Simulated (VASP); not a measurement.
Band structure of HfN (rock salt). These are optB86b-vdW, VASP's PBE PAW potentials (set 64) (plane waves; VASP) values and carry that method's errors.

Unless said otherwise, spin-orbit coupling is left out, though it shifts the bands of the heavy elements here.

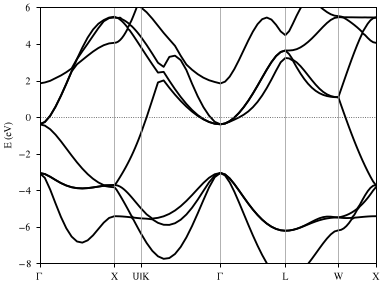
Figure: Bands along high-symmetry lines, zero at the valence-band maximum or, without a gap, the Fermi level

Q: Read the plot: is there a gap, and where are the band edges?

A: It has no gap at this level: it comes out as a metal or semimetal. (Edges off the drawn lines would not show.)

The compound is HfN in the rock salt structure. It was relaxed first. The electron count is odd and the run is not spin-polarised, which forces a metal.
